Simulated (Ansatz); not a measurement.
# AlH5OSSi: a short trajectory

Aim: follow AlH5OSSi for 50 steps with a Langevin thermostat (1500 K) and see how far bonds stretch and how energy moves between motion and potential.

Computed with Ansatz 0.2.0, Gaussian basis. Level: r2SCAN/6-31G*.

## (1) The relaxed structure

The structure was relaxed beforehand with PBE0-D4 in a triple-zeta def2 set.

SMILES `[AlH2][O][SiH2]S`, 9 atoms, charge 0, spin multiplicity 1.

Atoms are counted from 1 here; the program's logs count them from 0.

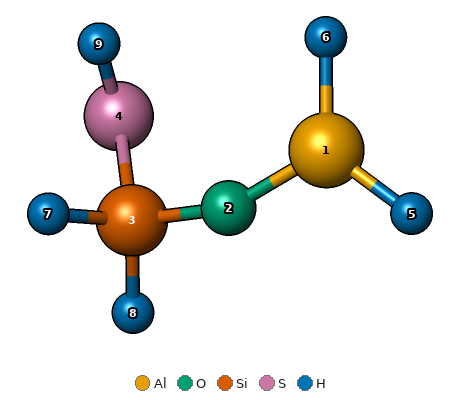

The structure; aluminium amber, oxygen teal, silicon orange, sulfur pink, hydrogen blue; atoms are numbered from 1 in the order of the file.

## (2) Dynamics

Input file in.yaml:

```yaml
crystal:
  periodic: [false, false, false]
  atoms:
    - {symbol: Al, position_ang: [-0.479457, 1.427332, -1.363964]}
    - {symbol: O, position_ang: [0.297179, 0.052807, -0.759031]}
    - {symbol: Si, position_ang: [0.624840, -1.090175, 0.340849]}
    - {symbol: S, position_ang: [-0.839350, -1.196348, 1.894461]}
    - {symbol: H, position_ang: [-0.559889, 1.575878, -2.932245]}
    - {symbol: H, position_ang: [-1.037786, 2.487471, -0.335063]}
    - {symbol: H, position_ang: [1.955926, -0.816686, 0.934560]}
    - {symbol: H, position_ang: [0.581505, -2.434421, -0.281460]}
    - {symbol: H, position_ang: [-0.454467, -0.052158, 2.484793]}
basis:
  gaussian: {orbitals: "6-31G*"}
hamiltonian: {xc: {name: r2SCAN}}
md: {timestep: 2 fs, n_steps: 50, ensemble: nvt_langevin, temperature: 1500, initial_velocities: maxwell_boltzmann, friction: 0.01, seed: 361}
```

Launch:

```
$ ansatz run in.yaml --threads 2 --pin off --events-out ev --progress --plain --max-ram 4352MiB
```

What it wrote:

```text
Functional definition: r2SCAN
  name "r2SCAN"
  cite "Furness, Kaplan, Ning, Perdew & Sun, J. Phys. Chem. Lett. 11, 8208 (2020) doi:10.1021/acs.jpclett.0c02405"
  cite "Furness, Kaplan, Ning, Perdew & Sun, J. Phys. Chem. Lett. 11, 9248 (2020) doi:10.1021/acs.jpclett.0c03077"
  parent r2scan
  parameter k0 = 0.174
  parameter k1 = 0.065
  parameter a1 = 4.9479
  exchange = r2scan_x(k0 = k0, k1 = k1, a1 = a1)
  correlation = r2scan_c
983 factors; their error is unknown
mean field evaluation 1: about -27430.5898 eV, gradient 5.8e1 eV
mean field evaluation 2: about -27395.0758 eV, gradient 1.4e2 eV
mean field evaluation 4: about -27436.4304 eV, gradient 7.2e0 eV
mean field evaluation 8: about -27436.5954 eV, gradient 8.2e-2 eV
mean field evaluation 16: about -27436.5351 eV, gradient 1.1e-5 eV
mean field -27436.53509415 eV, -1008.2740675587 hartree, gradient 1.1e-5 eV, S^2 0.000000; 0 other end points of the search recorded, 0 dependent functions left out
the calculation of the forces begins
reference -27436.53510880 eV, -1008.2740680971 hartree; 28, 28 occupied and 54, 54 virtual orbitals, 983 factors
md step     0: t =     0.00 fs  T =  1333.3 K  F+E_penalty+E_count = -27436.53509415 eV  E_kin = 1.551120 eV  (26 SCF iters)
these checks for a lower state are left out or cut short: starts, cluster_reference, orbital_swaps, neighbouring_geometries, increment
983 factors; their error is unknown
mean field -27436.19149396 eV, -1008.2614404846 hartree, gradient 1.3e-5 eV, S^2 0.000000; 0 other end points of the search recorded, 0 dependent functions left out
the calculation of the forces begins
reference -27436.19150860 eV, -1008.2614410225 hartree; 28, 28 occupied and 54, 54 virtual orbitals, 983 factors
md step     1: t =     2.00 fs  T =  1131.9 K  F+E_penalty+E_count = -27436.19149396 eV  E_kin = 1.316769 eV  (27 SCF iters)
these checks for a lower state are left out or cut short: starts, cluster_reference, orbital_swaps, neighbouring_geometries, increment
983 factors; their error is unknown
mean field -27435.98718448 eV, -1008.2539322495 hartree, gradient 1.7e-5 eV, S^2 0.000000; 0 other end points of the search recorded, 0 dependent functions left out
the calculation of the forces begins
reference -27435.98719907 eV, -1008.2539327858 hartree; 28, 28 occupied and 54, 54 virtual orbitals, 983 factors
md step     2: t =     4.00 fs  T =  1007.8 K  F+E_penalty+E_count = -27435.98718448 eV  E_kin = 1.172443 eV  (28 SCF iters)
[... from here on, the SCF cycles and remarks between the steps are left out ...]
md step     3: t =     6.00 fs  T =   846.7 K  F+E_penalty+E_count = -27435.83418601 eV  E_kin = 0.985010 eV  (29 SCF iters)
md step     4: t =     8.00 fs  T =   767.4 K  F+E_penalty+E_count = -27435.69153448 eV  E_kin = 0.892774 eV  (28 SCF iters)
md step     5: t =    10.00 fs  T =   783.7 K  F+E_penalty+E_count = -27435.63460153 eV  E_kin = 0.911722 eV  (29 SCF iters)
md step     6: t =    12.00 fs  T =   676.7 K  F+E_penalty+E_count = -27435.56746875 eV  E_kin = 0.787233 eV  (28 SCF iters)
md step     7: t =    14.00 fs  T =   736.4 K  F+E_penalty+E_count = -27435.63538463 eV  E_kin = 0.856712 eV  (28 SCF iters)
md step     8: t =    16.00 fs  T =   888.9 K  F+E_penalty+E_count = -27435.77712608 eV  E_kin = 1.034136 eV  (28 SCF iters)
md step     9: t =    18.00 fs  T =   846.7 K  F+E_penalty+E_count = -27435.70355801 eV  E_kin = 0.985007 eV  (29 SCF iters)
md step    10: t =    20.00 fs  T =   869.2 K  F+E_penalty+E_count = -27435.68152100 eV  E_kin = 1.011168 eV  (29 SCF iters)
md step    11: t =    22.00 fs  T =   855.9 K  F+E_penalty+E_count = -27435.54576313 eV  E_kin = 0.995664 eV  (28 SCF iters)
md step    12: t =    24.00 fs  T =   905.2 K  F+E_penalty+E_count = -27435.43097952 eV  E_kin = 1.053093 eV  (29 SCF iters)
md step    13: t =    26.00 fs  T =  1064.3 K  F+E_penalty+E_count = -27435.61420008 eV  E_kin = 1.238106 eV  (29 SCF iters)
md step    14: t =    28.00 fs  T =  1212.3 K  F+E_penalty+E_count = -27435.77760073 eV  E_kin = 1.410358 eV  (28 SCF iters)
md step    15: t =    30.00 fs  T =  1033.4 K  F+E_penalty+E_count = -27435.58613221 eV  E_kin = 1.202164 eV  (28 SCF iters)
md step    16: t =    32.00 fs  T =  1053.1 K  F+E_penalty+E_count = -27435.46595716 eV  E_kin = 1.225107 eV  (28 SCF iters)
md step    17: t =    34.00 fs  T =  1272.4 K  F+E_penalty+E_count = -27435.80201321 eV  E_kin = 1.480248 eV  (28 SCF iters)
md step    18: t =    36.00 fs  T =   983.0 K  F+E_penalty+E_count = -27435.64017679 eV  E_kin = 1.143620 eV  (28 SCF iters)
md step    19: t =    38.00 fs  T =   647.3 K  F+E_penalty+E_count = -27435.23619919 eV  E_kin = 0.753011 eV  (28 SCF iters)
md step    20: t =    40.00 fs  T =   651.0 K  F+E_penalty+E_count = -27435.17999268 eV  E_kin = 0.757307 eV  (30 SCF iters)
md step    21: t =    42.00 fs  T =   755.0 K  F+E_penalty+E_count = -27435.41611069 eV  E_kin = 0.878368 eV  (28 SCF iters)
md step    22: t =    44.00 fs  T =  1015.4 K  F+E_penalty+E_count = -27435.61502325 eV  E_kin = 1.181260 eV  (27 SCF iters)
md step    23: t =    46.00 fs  T =   687.6 K  F+E_penalty+E_count = -27435.24834845 eV  E_kin = 0.799953 eV  (29 SCF iters)
md step    24: t =    48.00 fs  T =   732.1 K  F+E_penalty+E_count = -27435.17640935 eV  E_kin = 0.851662 eV  (30 SCF iters)
md step    25: t =    50.00 fs  T =  1250.4 K  F+E_penalty+E_count = -27435.86722602 eV  E_kin = 1.454684 eV  (28 SCF iters)
md step    26: t =    52.00 fs  T =  1133.1 K  F+E_penalty+E_count = -27435.86491398 eV  E_kin = 1.318143 eV  (28 SCF iters)
md step    27: t =    54.00 fs  T =   794.8 K  F+E_penalty+E_count = -27435.47331365 eV  E_kin = 0.924668 eV  (28 SCF iters)
md step    28: t =    56.00 fs  T =   917.8 K  F+E_penalty+E_count = -27435.43274404 eV  E_kin = 1.067735 eV  (28 SCF iters)
md step    29: t =    58.00 fs  T =  1095.7 K  F+E_penalty+E_count = -27435.70599121 eV  E_kin = 1.274651 eV  (28 SCF iters)
md step    30: t =    60.00 fs  T =  1123.8 K  F+E_penalty+E_count = -27435.76636356 eV  E_kin = 1.307361 eV  (27 SCF iters)
md step    31: t =    62.00 fs  T =  1064.6 K  F+E_penalty+E_count = -27435.52110599 eV  E_kin = 1.238472 eV  (28 SCF iters)
md step    32: t =    64.00 fs  T =  1096.8 K  F+E_penalty+E_count = -27435.76741587 eV  E_kin = 1.275939 eV  (28 SCF iters)
md step    33: t =    66.00 fs  T =  1178.3 K  F+E_penalty+E_count = -27435.87237891 eV  E_kin = 1.370754 eV  (27 SCF iters)
md step    34: t =    68.00 fs  T =  1074.9 K  F+E_penalty+E_count = -27435.80308718 eV  E_kin = 1.250527 eV  (27 SCF iters)
md step    35: t =    70.00 fs  T =   881.3 K  F+E_penalty+E_count = -27435.74653273 eV  E_kin = 1.025211 eV  (28 SCF iters)
md step    36: t =    72.00 fs  T =   969.8 K  F+E_penalty+E_count = -27435.86609979 eV  E_kin = 1.128190 eV  (28 SCF iters)
md step    37: t =    74.00 fs  T =  1050.0 K  F+E_penalty+E_count = -27435.86921161 eV  E_kin = 1.221519 eV  (28 SCF iters)
md step    38: t =    76.00 fs  T =   753.4 K  F+E_penalty+E_count = -27435.54057503 eV  E_kin = 0.876476 eV  (28 SCF iters)
md step    39: t =    78.00 fs  T =   861.6 K  F+E_penalty+E_count = -27435.52289023 eV  E_kin = 1.002347 eV  (29 SCF iters)
md step    40: t =    80.00 fs  T =   958.8 K  F+E_penalty+E_count = -27435.69317303 eV  E_kin = 1.115431 eV  (27 SCF iters)
md step    41: t =    82.00 fs  T =   847.2 K  F+E_penalty+E_count = -27435.62694421 eV  E_kin = 0.985538 eV  (29 SCF iters)
md step    42: t =    84.00 fs  T =  1028.0 K  F+E_penalty+E_count = -27435.74200279 eV  E_kin = 1.195938 eV  (29 SCF iters)
md step    43: t =    86.00 fs  T =  1354.9 K  F+E_penalty+E_count = -27435.99890055 eV  E_kin = 1.576158 eV  (28 SCF iters)
md step    44: t =    88.00 fs  T =  1490.4 K  F+E_penalty+E_count = -27436.08679679 eV  E_kin = 1.733893 eV  (28 SCF iters)
md step    45: t =    90.00 fs  T =  1227.1 K  F+E_penalty+E_count = -27435.78406380 eV  E_kin = 1.427566 eV  (27 SCF iters)
md step    46: t =    92.00 fs  T =  1001.8 K  F+E_penalty+E_count = -27435.55972450 eV  E_kin = 1.165445 eV  (29 SCF iters)
md step    47: t =    94.00 fs  T =  1114.9 K  F+E_penalty+E_count = -27435.64801809 eV  E_kin = 1.297036 eV  (29 SCF iters)
md step    48: t =    96.00 fs  T =  1172.2 K  F+E_penalty+E_count = -27435.62555239 eV  E_kin = 1.363671 eV  (28 SCF iters)
md step    49: t =    98.00 fs  T =   872.7 K  F+E_penalty+E_count = -27435.43058693 eV  E_kin = 1.015193 eV  (29 SCF iters)
these checks for a lower state are left out or cut short: starts, cluster_reference, orbital_swaps, neighbouring_geometries, increment
983 factors; their error is unknown
mean field -27435.50422405 eV, -1008.2361837811 hartree, gradient 1.5e-5 eV, S^2 0.000000; 0 other end points of the search recorded, 0 dependent functions left out
the calculation of the forces begins
reference -27435.50423885 eV, -1008.2361843249 hartree; 28, 28 occupied and 54, 54 virtual orbitals, 983 factors
983 factors; their error is unknown
mean field evaluation 416: about -27435.5655 eV, gradient 8.8e-2 eV
mean field -27435.50422405 eV, -1008.2361837811 hartree, gradient 1.5e-5 eV, S^2 0.000000; 1 other end points of the search recorded, 0 dependent functions left out
the calculation of the forces begins
reference -27435.50423885 eV, -1008.2361843249 hartree; 28, 28 occupied and 54, 54 virtual orbitals, 983 factors
md step    50: t =   100.00 fs  T =  1007.0 K  F+E_penalty+E_count = -27435.50422405 eV  E_kin = 1.171474 eV  (29 SCF iters)
Total energy: -27435.50423885 eV, -1008.2361843249 hartree
Atom 0 at    -0.621717     1.711136    -1.529783 Å, force     2.149412     1.172348     1.956192 eV/Å
Atom 1 at     0.360124     0.449740    -0.898764 Å, force     0.782897    -2.245450     0.480436 eV/Å
Atom 2 at     0.653621    -1.037070    -0.046055 Å, force    -2.682474     1.995021    -0.323638 eV/Å
Atom 3 at    -0.845071    -0.913384     1.565917 Å, force    -0.071809    -0.143685    -0.326403 eV/Å
Atom 4 at    -1.976002     1.588205    -2.018206 Å, force    -2.306302    -0.731092    -1.217297 eV/Å
Atom 5 at    -0.271887     3.273146    -1.137758 Å, force     0.306463    -0.678317    -0.316376 eV/Å
Atom 6 at     1.916267    -0.959214     0.744543 Å, force     0.196419    -0.453102    -0.682416 eV/Å
Atom 7 at     0.025482    -2.283511    -0.774684 Å, force     1.335140     1.027364     0.209013 eV/Å
Atom 8 at    -0.047046    -1.062288     2.627399 Å, force     0.290254     0.056912     0.220489 eV/Å
Dipole moment:     0.480044    -0.251941    -0.264830 e Å
```

It took 2.3 min on 2 threads of Arm Neoverse V2, shared host.

## (3) The trajectory

One row in 4; energies are counted from the first frame:

| time (fs) | T (K) | potential (meV) | Al1–H5 (Å) |
| --- | --- | --- | --- |
| 0.0 | 1333 | 0.0 | 1.577 |
| 8.0 | 767 | 843.6 | 1.730 |
| 16.0 | 889 | 758.0 | 1.520 |
| 24.0 | 905 | 1104.1 | 1.771 |
| 32.0 | 1053 | 1069.1 | 1.485 |
| 40.0 | 651 | 1355.1 | 1.819 |
| 48.0 | 732 | 1358.7 | 1.414 |
| 56.0 | 918 | 1102.3 | 1.802 |
| 64.0 | 1097 | 767.7 | 1.488 |
| 72.0 | 970 | 669.0 | 1.732 |
| 80.0 | 959 | 841.9 | 1.497 |
| 88.0 | 1490 | 448.3 | 1.720 |
| 96.0 | 1172 | 909.5 | 1.597 |

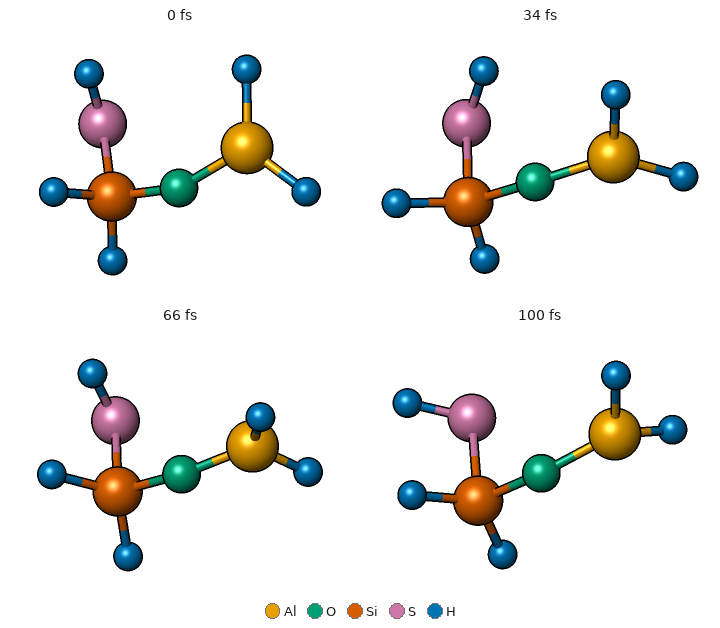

Four frames; sticks are those of the first frame.

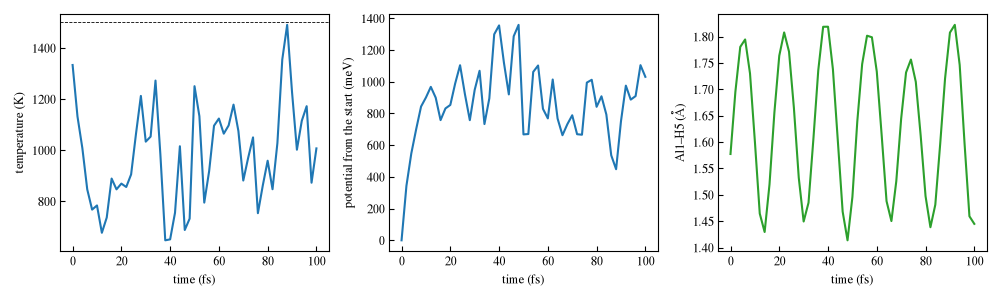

Temperature (the set value dashed), potential energy and the bond that swings most.

Positions (Å) and forces (eV/Å) at 100.0 fs:

```xyz
9

Al   -0.622    1.711   -1.530    2.149    1.172    1.956
O     0.360    0.450   -0.899    0.783   -2.245    0.480
Si    0.654   -1.037   -0.046   -2.682    1.995   -0.324
S    -0.845   -0.913    1.566   -0.072   -0.144   -0.326
H    -1.976    1.588   -2.018   -2.306   -0.731   -1.217
H    -0.272    3.273   -1.138    0.306   -0.678   -0.316
H     1.916   -0.959    0.745    0.196   -0.453   -0.682
H     0.025   -2.284   -0.775    1.335    1.027    0.209
H    -0.047   -1.062    2.627    0.290    0.057    0.220
```

## (4) Results

| quantity | value |
| --- | --- |
| length | 50 steps of 2.0 fs |
| temperature, first and last frame | 1333, 1007 K |
| temperature, second half | mean 1051 K, from 753 to 1490 K |
| swing of the potential | 1359 meV |
| range of Al1–H5 | 1.414 to 1.822 Å |

The temperature starts at 1333 K and ranges from 647 to 1490 K; in so small a system it swings widely. The first value differs from the one set because the log counts other degrees of freedom than the draw of velocities did. Al1–H5 swings most, by 0.41 Å; no bond breaks. A run of 100 fs gives no averages.
